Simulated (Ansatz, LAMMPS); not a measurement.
# Amorphous 64SiO2-25Y2O3-11Al2O3 (mol %) (164 atoms): a single point, part 2 of 3

What does DFT give for amorphous 64SiO2-25Y2O3-11Al2O3 (mol %) (164 atoms) as built?

Ansatz 0.2.0; Kohn-Sham DFT, LDA, PAW (set soft_2), plane waves.

The cell: 28 Si, 22 Y, 10 Al and 104 O. The quench rate of 10 K/ps far exceeds what a furnace or splat quench reaches. The network of bonds at the start is that of the classical potential that made the cell. Only the Γ point is sampled, in a cell whose shortest periodic width is 13 Å.

So far: Set-up; The classical run that made the cell.

**3. Plane-wave single point**

One self-consistent run at the given positions yields energy and forces.

File input.yaml:

```yaml
crystal:
  lattice:
    - [13.26404, 0.0, 0.0]
    - [0.0, 13.26404, 0.0]
    - [0.0, 0.0, 13.26404]
  atoms:
    - { symbol: Si, position: [0.81293, 0.76861, 0.39811] }
    - { symbol: Si, position: [0.48815, 0.47954, 0.15416] }
    - { symbol: Si, position: [0.01221, 0.07574, 0.04432] }
    - { symbol: Si, position: [0.74492, 0.5735, 0.52751] }
    - { symbol: Si, position: [0.19523, 0.75217, 0.22323] }
    - { symbol: Si, position: [0.29007, 0.2296, 0.70986] }
    - { symbol: Si, position: [0.62802, 0.03815, 0.20912] }
    - { symbol: Si, position: [0.73035, 0.52152, 0.13257] }
    - { symbol: Si, position: [0.34317, 0.23918, 0.4235] }
    - { symbol: Si, position: [0.40845, 0.91437, 0.49089] }
    - { symbol: Si, position: [0.30502, 0.59735, 0.48611] }
    - { symbol: Si, position: [0.08904, 0.09473, 0.68852] }
    - { symbol: Si, position: [0.36689, 0.13906, 0.91469] }
    - { symbol: Si, position: [0.45498, 0.0696, 0.6428] }
    - { symbol: Si, position: [0.65755, 0.68701, 0.26164] }
    - { symbol: Si, position: [0.22218, 0.45479, 0.66447] }
    - { symbol: Si, position: [0.56926, 0.40468, 0.84025] }
    - { symbol: Si, position: [0.0528, 0.31127, 0.99558] }
    - { symbol: Si, position: [0.4177, 0.66811, 0.02037] }
    - { symbol: Si, position: [0.43864, 0.76609, 0.69223] }
    - { symbol: Si, position: [0.87623, 0.19109, 0.73658] }
    - { symbol: Si, position: [0.8026, 0.195, 0.50916] }
    - { symbol: Si, position: [0.31794, 0.45634, 0.30771] }
    - { symbol: Si, position: [0.82189, 0.96875, 0.76074] }
    - { symbol: Si, position: [0.77528, 0.11502, 0.04445] }
    - { symbol: Si, position: [0.03353, 0.71561, 0.61543] }
    - { symbol: Si, position: [0.16766, 0.33201, 0.20082] }
    - { symbol: Si, position: [0.66392, 0.80608, 0.69677] }
    - { symbol: "Y", position: [0.95419, 0.59947, 0.98311] }
    - { symbol: "Y", position: [0.96293, 0.9597, 0.51674] }
    - { symbol: "Y", position: [0.63274, 0.13741, 0.82235] }
    - { symbol: "Y", position: [0.78176, 0.38361, 0.33199] }
    [... 126 atom lines left out ...]
    - { symbol: O, position: [0.61685, 0.33984, 0.33073] }
    - { symbol: O, position: [0.72167, 0.90544, 0.73676] }
    - { symbol: O, position: [0.90252, 0.74333, 0.31953] }
    - { symbol: O, position: [0.85281, 0.26568, 0.42522] }
    - { symbol: O, position: [0.48079, 0.11694, 0.88715] }
    - { symbol: O, position: [0.65197, 0.80775, 0.57761] }
kpoints:
  mp_grid: { grid: [1, 1, 1] }
hamiltonian:
  xc: lda
scf:
  occupations: { method: fermi_dirac, width: 0.05 }
output:
  forces: true
  stress: true
  populations: true
  dos:
    method: { smearing: { sigma: 0.15 } }
    de: 0.1
    projected: { site_lists: { Al: [Al], O: [O], Si: [Si], "Y": ["Y"] } }
  eigenvalues: true
  write_density: true
  write_potential: true
  volumetric_format: npy
```

Run with:

```sh
$ ansatz run input.yaml --threads 8 --pin off --max-ram 15872MiB --backend cpu --events-out ev --progress --plain --runs-dir out
```

The program printed:

```text
Engine: ansatz 0.2.0, x86_64-unknown-linux-gnu
Pseudopotentials: kind: paw
Pseudopotential: Si, paw, valence charge 4, recommended cutoff 420 eV (normal), Si.paw.azcp
Pseudopotential: Y, paw, valence charge 11, recommended cutoff 420 eV (normal), Y.paw.azcp
Pseudopotential: Al, paw, valence charge 3, recommended cutoff 420 eV (normal), Al.paw.azcp
Pseudopotential: O, paw, valence charge 6, recommended cutoff 420 eV (normal), O.paw.azcp
[... 3 lines on functional and potentials left out ...]
Crystal: 164 atoms, lattice volume = 2333.606 Å³
Basis set: ecut = 420 eV, 45769 PW (Γ)
Bands: 668, of which v1, the nominal top of the filled ones, is band 504 counted from 1 (503 counted from 0)
Symmetry: 1 space group operations
Space group: P1 (ITA 1), of the structure as read, at distance tolerance 1.3e-4 Å
k-points: 1
[... 13 lines on functional and potentials left out ...]
Initial density: superposition of atomic densities (neutral atoms: chi_scale 0, normalization atom), corrected by the library's trained network
Initial wavefunctions: pseudopotential atomic-orbital guess
Functional: x = slater, c = lda
SCF iter   1: F=—  HF=-162558.246437 eV  |F-HF|=—  |Δ(HF+E_count)|=         —  Δρ=1.43e-2  dr2=4.56e0  ethr=1.77e-3  ⟨swp⟩=7.0  Hψ=3233  notcnv=0  defer=45
preconditioner: auto → Resta (q_TF=auto, 2.372 Å⁻¹)  ε∞=3.5  [insulator: Δε(μ)=2.994 eV  Ē_g=15.021 eV  σ=0.050 eV  W_gap=1.00  n_scr=514 (ndim 8)  ℏωp=23.9 eV  f_vac=0.119  D(μ)=0.00/eV (n_scr^D=0)  ε∞_Penn≈3.5]
SCF iter   2: F=—  HF=-162557.065744 eV  |F-HF|=—  |Δ(HF+E_count)|=    1.18e0  Δρ=4.80e-3  dr2=2.40e-1  ethr=4.53e-4  ⟨swp⟩=2.0  Hψ=1105  notcnv=0  defer=160
SCF iter   3: F=—  HF=-162557.006226 eV  |F-HF|=—  |Δ(HF+E_count)|=   5.95e-2  Δρ=1.94e-3  dr2=6.00e-2  ethr=2.38e-5  ⟨swp⟩=2.0  Hψ=852  notcnv=0  defer=160
SCF iter   4: F=—  HF=-162556.995382 eV  |F-HF|=—  |Δ(HF+E_count)|=   1.08e-2  Δρ=1.16e-3  dr2=2.86e-2  ethr=5.96e-6  ⟨swp⟩=2.0  Hψ=841  notcnv=0  defer=160
SCF iter   5: F=—  HF=-162556.988938 eV  |F-HF|=—  |Δ(HF+E_count)|=   6.44e-3  Δρ=2.01e-4  dr2=1.25e-3  ethr=2.84e-6  ⟨swp⟩=2.0  Hψ=825  notcnv=0  defer=160
SCF iter   6: F=—  HF=-162556.988939 eV  |F-HF|=—  |Δ(HF+E_count)|=   8.02e-7  Δρ=1.16e-4  dr2=3.53e-4  ethr=1.24e-7  ⟨swp⟩=2.0  Hψ=923  notcnv=0  defer=160
SCF iter   7: F=—  HF=-162556.988956 eV  |F-HF|=—  |Δ(HF+E_count)|=   1.65e-5  Δρ=3.95e-5  dr2=3.94e-5  ethr=3.50e-8  ⟨swp⟩=2.0  Hψ=841  notcnv=0  defer=160
SCF iter   8: F=—  HF=-162556.990048 eV  |F-HF|=—  |Δ(HF+E_count)|=   1.09e-3  Δρ=1.76e-5  dr2=7.59e-6  ethr=3.91e-9  ⟨swp⟩=2.0  Hψ=1001  notcnv=0  defer=160
SCF iter   9: F=—  HF=-162556.990049 eV  |F-HF|=—  |Δ(HF+E_count)|=   1.39e-6  Δρ=7.16e-6  dr2=1.24e-6  ethr=7.53e-10  ⟨swp⟩=2.0  Hψ=834  notcnv=0  defer=160
SCF iter  10: F=—  HF=-162556.990049 eV  |F-HF|=—  |Δ(HF+E_count)|=   2.90e-7  Δρ=4.99e-6  dr2=5.41e-7  ethr=1.23e-10  ⟨swp⟩=2.0  Hψ=921  notcnv=0  defer=160
SCF iter  11: F=-162556.990049 eV  HF=-162556.990049 eV  |F-HF|=6.98e-10  |Δ(HF+E_count)|=   3.14e-8  Δρ=1.46e-6  dr2=5.87e-8  ethr=9.92e-12  ⟨swp⟩=15.0  Hψ=5784  notcnv=0
SCF 1 converged in 11 iterations: F = -162556.990049 eV  dr2 = 5.87e-8
  greatest PAW one-centre occupation: 0.993 electrons in one spin orbital (limit 2), on the Y atom at site 39 (counted from 0), in its partial waves of l = 0
SCF converged after 11 iterations
Free energy (F): -162556.990049 eV
Harris-Foulkes:  -162556.990049 eV  (|F-HF|=6.98e-10)
Internal energy: -162556.990049 eV  (E = F + TS)
E sigma→0 (E₀):  -162556.990049 eV
Fermi energy:    6.205863 eV
--- Per-component energies (eV) ---
  E_band       = -5595.754243
  E_kinetic    = 26520.652542
  E_local      = -66182.001133  (includes V_loc(G=0)·N_el)
  E_nonlocal   = 7182.906160
  E_hartree    = 23948.512576
  E_xc         = -13296.285664
  E_vxc        = -15745.114575  (∫ρ·V_xc dr)
  E_paw        = -93351.084308  (= ΣΔE_a)
  E_vpaw       = -5269.472596  (= ΣTr[D̂ρ^β])
  E_aug_tail   = 0.267463  (compensation charges beyond the density's cutoff)
  E_ewald      = -47400.206833
  E_core_change = 20.249148  (= ΣΔE_core)
  E_smearing   = -0.000000  (= −TS)
  E_closure    = 0.000000  (closes the sum)
  Σ components = -162556.990049   (vs F -162556.990049, Δ=0.00e0)
--- Forces (eV/Å), atoms counted from 1 ---
  atom   1  Si    -0.91660622    -1.68813448    -0.94708190
  atom   2  Si    -0.39550171     0.49032835    -0.76381706
  atom   3  Si    -0.99495059     1.38200628     0.87505108
  atom   4  Si    -0.41021360     0.63194184     0.04804440
  atom   5  Si    -0.62965936     0.44194113    -0.19730170
  atom   6  Si     0.55094089    -1.19927555     0.92799908
  atom   7  Si     0.25741590     0.53583030     0.22628181
  atom   8  Si    -1.06047261     0.70357312     0.96169546
  atom   9  Si     0.06404728     0.80329177    -0.79305239
  atom  10  Si     0.51762481    -0.47451407     1.17379322
  atom  11  Si     0.87835080    -0.65226102    -0.58004002
  atom  12  Si    -0.03412737     0.65505832    -0.23399756
  atom  13  Si     0.39145112     0.33274409    -1.57586331
  atom  14  Si    -1.30847383    -0.35374353     0.20973604
[...]
atom 163  O      1.63148760    -0.22014601    -0.43545896
  atom 164  O     -0.27116037    -0.45265221    -0.63819290
  max |Σ_I F_I| component: 2.19e-4 eV/Å
--- Stress (GPa, compression-positive) ---
       -7.006008       0.110199       0.155305
        0.110199      -6.970642       1.137699
        0.155305       1.137699      -5.480732
  P = ⅓ Tr σ = -6.4858 GPa (-64.858 kbar)
--- Band table (eV) ---
  k-point 0: bands = ["-36.7728", "-36.7041", "-36.6863", "-36.6690", [... 652 levels ...], "13.0761", "13.1052", "13.1370", "13.1486", "13.1706", "13.2097", "13.2261", "13.2395", "13.2789", "13.3020", "13.3371", "13.3573"]
--- Löwdin populations: 164 sites ---
  site symbol       q [e]
     0     Si      2.3122
     1     Si      2.2841
     2     Si      2.3083
[...]
163      O      6.7841
  spilling = 0.008974 (of n_electrons = 1008.000000)
```

The job ended after 2 min (8 threads of AMD EPYC 7571, shared host; peak memory 3.8 GiB).

Read from the output:

```yaml
free_energy: -162556.9900 eV
free_energy_per_atom: -991.2012 eV/atom
scf_cycles: 11
pressure: -6.486 GPa
r_m_s_force_component: 0.6863 eV/Å
longest_force: 2.988 eV/Å
fermi_energy: 6.206 eV
spacing_of_highest_filled_and_lowest_empty_level: 3.165 eV
spilling_of_the_projection: 0.008974
```

Neighbours are counted within 2.08 Å (O-Si), 3.00 Å (O-Y), 2.27 Å (O-Al).

Length of the force by element and coordination:

```
element  coordination  atoms  mean length of the force (eV/Å)  spread  least   most
     Al           all     10                            0.752   0.257  0.308   1.25
     Al             4      9                            0.765   0.268  0.308   1.25
     Al             5      1                            0.631       0  0.631  0.631
      O           all    104                            0.978   0.539  0.144   2.85
      O             2     38                             1.01   0.667  0.313   2.85
      O             3     59                            0.971   0.452  0.144   2.11
      O             4      7                            0.860   0.402  0.227   1.42
     Si           all     28                             1.33   0.547  0.484   2.99
      Y           all     22                             1.22   0.472  0.457   2.64
      Y             4      1                            0.741       0  0.741  0.741
      Y             5      8                             1.48   0.533  0.951   2.64
      Y             6      7                             1.09   0.413  0.457   1.69
      Y             7      6                             1.11   0.287  0.721   1.49
```

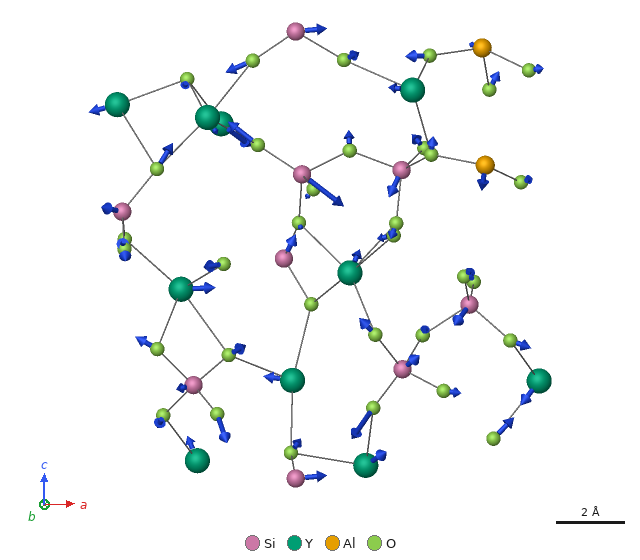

Forces as arrows; the longest in the cell is 2.99 eV/Å. Drawn is a slice 4 Å thick, seen along the normal of the ac plane.

Löwdin charges by element and coordination (they lack the spilled electrons, 0.055 e an atom on average):

```
element  coordination  atoms  mean charge (e)  spread   least    most
     Al           all     10             1.27  0.0463    1.18    1.33
     Al             4      9             1.27  0.0426    1.18    1.33
     Al             5      1             1.20       0    1.20    1.20
      O           all    104           -0.757  0.0299  -0.834  -0.663
      O             2     38           -0.773   0.019  -0.823  -0.738
      O             3     59           -0.750  0.0309  -0.834  -0.688
      O             4      7           -0.737  0.0327  -0.766  -0.663
     Si           all     28             1.68  0.0273    1.60    1.73
      Y           all     22             1.28  0.0371    1.21    1.35
      Y             4      1             1.34       0    1.34    1.34
      Y             5      8             1.30  0.0323    1.25    1.35
      Y             6      7             1.26  0.0292    1.21    1.30
      Y             7      6             1.27  0.0284    1.23    1.31
```

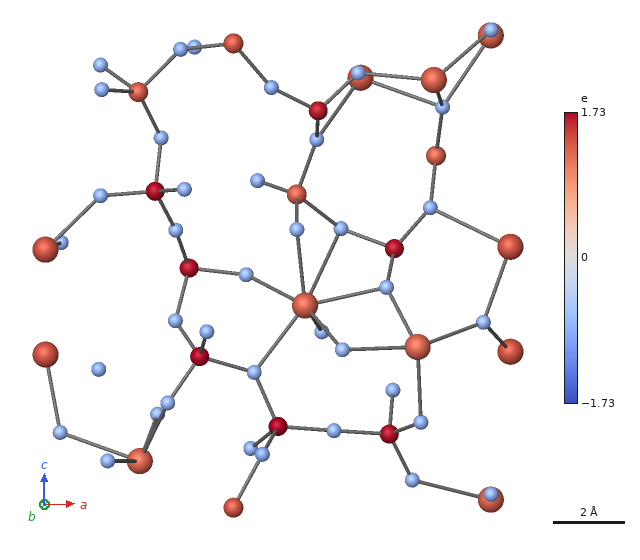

Atoms coloured by Löwdin charge. Drawn is a slice 4 Å thick, seen along the normal of the ac plane. Bonds to atoms that aren't drawn are left out.

Density of states as counts of states in windows of 1 eV (from the Fermi level), total and the larger projections:

```
from (eV)  to (eV)  total    O p   Y d
      -10       -9   15.6   10.7   0.2
       -9       -8   26.1   18.9   0.4
       -8       -7   40.0   29.6   1.2
       -7       -6   65.6   50.1   3.2
       -6       -5   98.7   80.3   5.0
       -5       -4  121.3  105.6   6.8
       -4       -3  132.6  120.2   5.9
       -3       -2   89.8   83.8   2.8
       -2       -1   19.1   18.0   0.5
       -1        1    0.0    0.0   0.0
        1        2    4.1    0.3   2.1
        2        3   31.8    2.8  22.9
        3        4   71.5    6.5  49.4
        4        5   80.8    7.6  50.4
```

Between -26 and -10 eV lie 355 more states.

About 44 of the 1008 electrons lie in deeper levels, below the stored range.

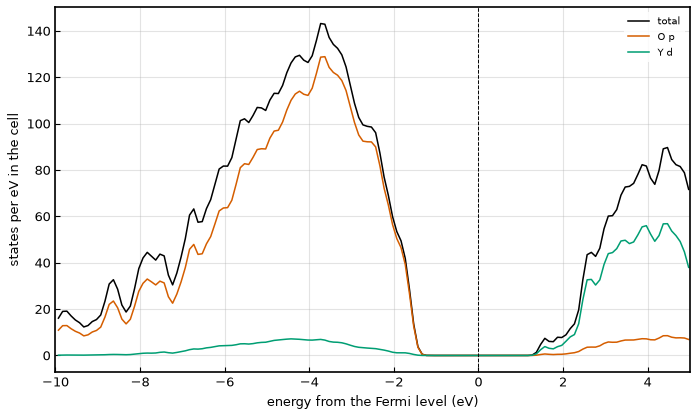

Total and projected density of states, with the broadening of the input.

The levels nearest the highest filled one (over half full), pooled over k-points and spins:

```
level less the highest filled one (eV)  occupation
                                -0.217           2
                                -0.207           2
                                -0.147           2
                                -0.132           2
                               -0.0572           2
                                     0           2
                                  3.16           0
                                  3.47           0
                                  3.72           0
                                  3.88           0
                                  4.05           0
                                  4.10           0
```

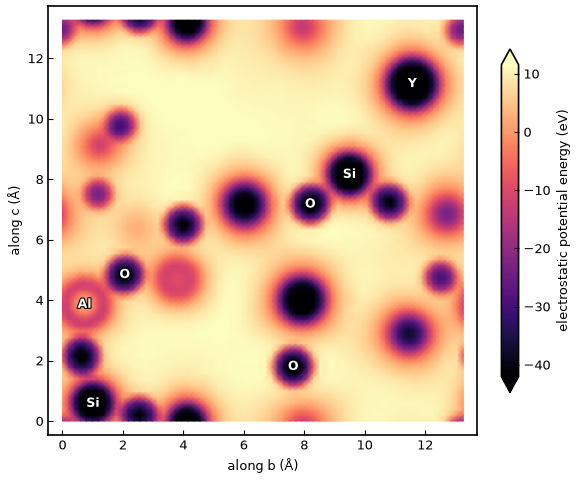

Electrostatic potential energy in the bc plane at fractional x = 0.026, with atoms of Si and Y and Al and O within 0.2 Å of it. With pseudopotentials it is smooth inside the atoms' cores, unlike the true potential.

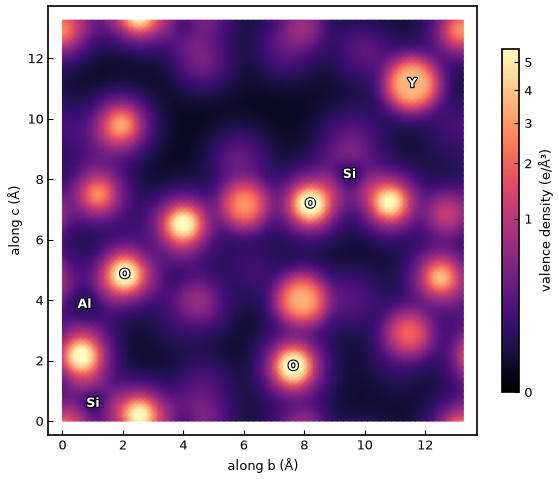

Valence density in the bc plane at fractional x = 0.026, with atoms of Si and Y and Al and O within 0.2 Å of it. It is the smooth field of the valence electrons, not physical close to the nuclei. The colour scale is stretched toward low values.

Mean Löwdin charges: Al +1.27, O -0.76, Si +1.68, Y +1.28 e (they miss 0.90 % of the electrons, so they add up to more than the cell's charge). The largest share in the top eV of filled states is O p (95 % of the projected weight), and in the lowest eV of empty states Y d (70 % of the projected weight).

(Continued in part 3 of 3.)

[Logs are printed without paths, hosts, clocks, repeated set-up lines and the standing remarks that a program may print on its own settings, such as how far it seeks lower states.]

[Hosts, paths, dates, database ids (printed as entryN), source tags and the programs' standing remarks are cut or masked in the printed files.]
